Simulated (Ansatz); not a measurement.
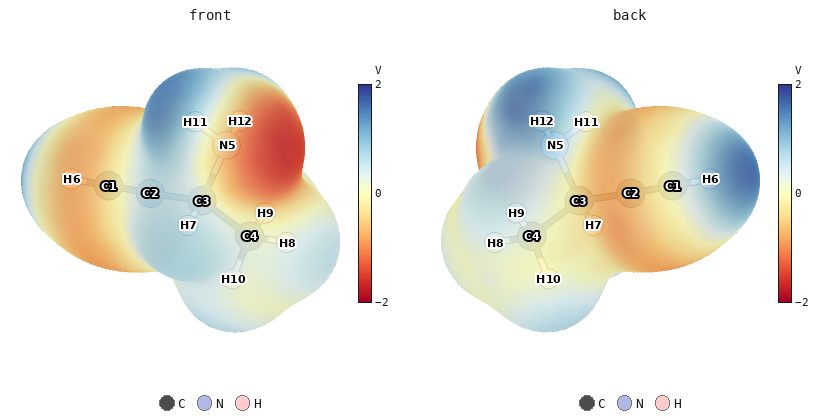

Figure 1: C$_{4}$H$_{7}$N. The electrostatic potential painted on the density surface at 0.002 e/bohr³, seen from the front and from behind; red is negative and blue positive.

Geometry: PBE0-D4/def2-TZVP.

Method: RKS PBE0-D4/def2-TZVPP (Ansatz).

```xyz
12

C    -0.9134    1.9874   -0.9159
C    -0.2859    1.0186   -0.5820
C     0.4480   -0.1893   -0.1888
C     0.5289   -0.3079    1.3268
N    -0.1099   -1.4170   -0.7472
H    -1.4666    2.8471   -1.2118
H     1.4683   -0.0968   -0.5787
H     1.1126   -1.1909    1.5905
H    -0.4720   -0.4096    1.7536
H     0.9927    0.5775    1.7631
H    -0.1627   -1.3439   -1.7564
H    -1.0631   -1.5304   -0.4191
```

Where is the surface potential most negative and most positive?

The most negative region (about −1.6 V, or −37 kcal/mol for a unit charge) lies over N5, the most positive (about +1.6 V, or +37 kcal/mol for a unit charge) over H6. N5 is the likeliest acceptor of a hydrogen bond.
